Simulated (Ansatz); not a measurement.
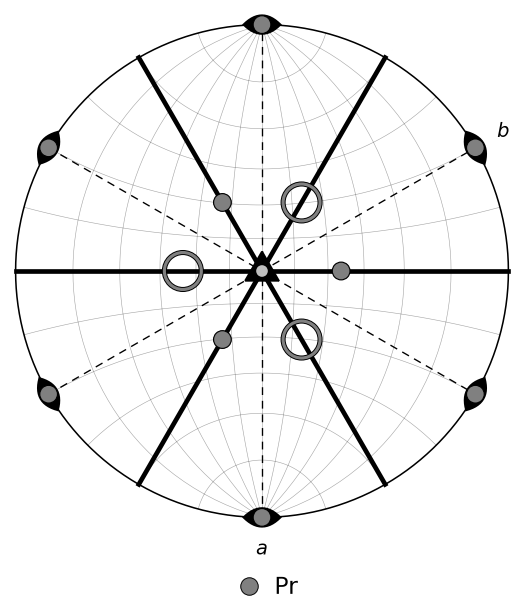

Directions from one praseodymium atom at (0, 0, 0) to its bonded neighbours, in stereographic projection down c (filled: above the plane of the page or in it, open: below). Crystal: Pr, the input geometry of an electronic-structure calculation (not necessarily at equilibrium). Geometry calculated from the standardised cell; symmetry tolerance 0.002 Å.

Neighbours are counted up to 3.97 Å for Pr. The symmetry elements of the site are drawn in: heavy lines are mirror planes (a heavy rim: a mirror in the plane of the page); lens, triangle, square and hexagon are 2-, 3-, 4- and 6-fold axes, a lens in an open square is −4, a triangle in an open hexagon −6; thin dashed diameters join the ends of axes that lie in the page; a small open circle marks inversion.

```
CELL_PARAMETERS angstrom
3.57308 0.00000 0.00000
-1.78654 3.09437 0.00000
0.00000 0.00000 11.52040
ATOMIC_POSITIONS crystal
Pr 0.00000 0.00000 0.00000
Pr 0.00000 0.00000 0.50000
Pr 0.33333 0.66667 0.25000
Pr 0.66667 0.33333 0.75000
```

How many neighbours are there, and at what angles?

Answer. 12: 6 Pr at 3.54 Å, 6 Pr at 3.57 Å. Angles between bonds: 60° (18×), 61° (6×), 90° (12×), 119° (6×), 120° (18×), 180° (6×).

What is the site's symmetry in the crystal?

Answer. Point group -3m (D3d), order 12: one threefold axis, three twofold axes, three mirror planes, an inversion centre. In P6_3/mmc, No. 194 this is Wyckoff position 2a.
